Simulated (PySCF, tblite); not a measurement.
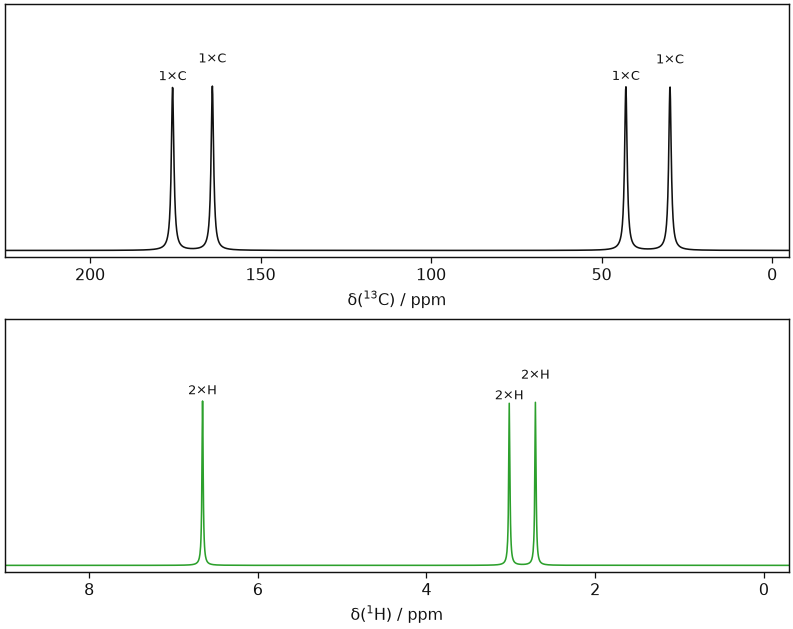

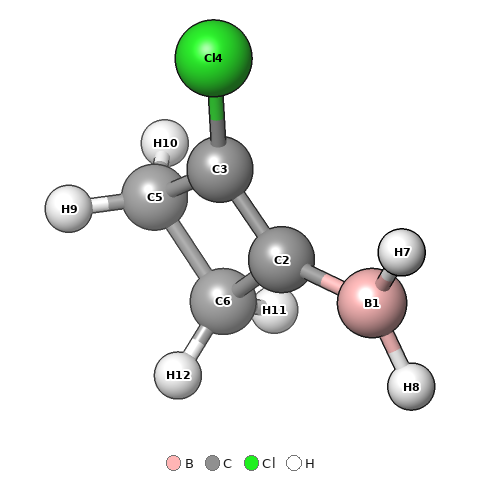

Spectrum and numbered structure of C₄H₆BCl, SMILES BC1=C(Cl)CC1. GIAO shifts, PBE0/pcSseg-1 with PySCF 2.14.0, at a GFN2-xTB geometry (a minimum by its frequencies), against TMS for ¹³C and TMS for ¹H computed at the same level. Gas phase, fully decoupled, line heights follow the number of nuclei, widths are arbitrary (no quadrupolar broadening); values of one conformer, averaged over nuclei that symmetry or rotation about single bonds exchange, these motions taken as fast.

### Which atoms give which ¹³C line?

```csv
δ (ppm),nuclei,atoms
175.8,1,C3
164.1,1,C2
42.9,1,C5
29.9,1,C6
```

### Assign the ¹H signals to the numbered atoms.

| δ (ppm) | nuclei | atoms |
| --- | --- | --- |
| 6.65 | 2 | H7, H8 |
| 3.02 | 2 | H9, H10 |
| 2.71 | 2 | H11, H12 |

Note: the tight-binding geometry is rougher than a DFT one and adds to the error.
